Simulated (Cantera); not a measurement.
A closed system holds: 1 mol CH₃SiH₃, 0.29 mol C₂H₂, 520 mol H₂, 2.7 mol CH₄, equilibrated at 0.790 bar.

Cantera equilibrium calculation (NASA polynomials, part measured and part estimated; ideal gas, pure solids and liquids). Candidate condensed phases: C, C₆H₆, C₇H₈, C₈H₁₈, Si, SiC; 87 gas species. The feed counts by its element totals alone. Gases not in the tables: Si₂H₆ and higher silanes. Equilibrium is a limit: real reactors are often held back by kinetics, nucleation or transport.

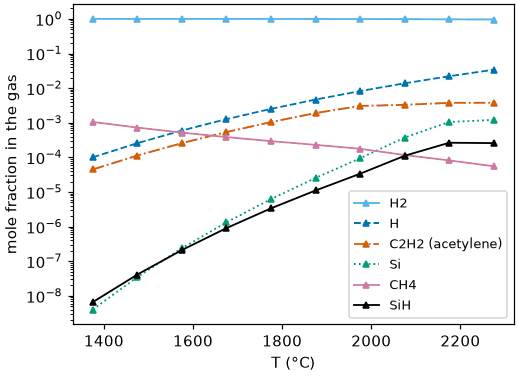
Figure. Equilibrium gas composition (values under 1e-9 drawn at 1e-9)

**Question.** Read off the mole fractions at 1975 °C.

**Answer.** H₂ about 0.99, H about 0.0082, C₂H₂ (acetylene) about 0.0031, CH₄ about 0.00018, Si about 9.4e-5, SiH about 3.4e-5.
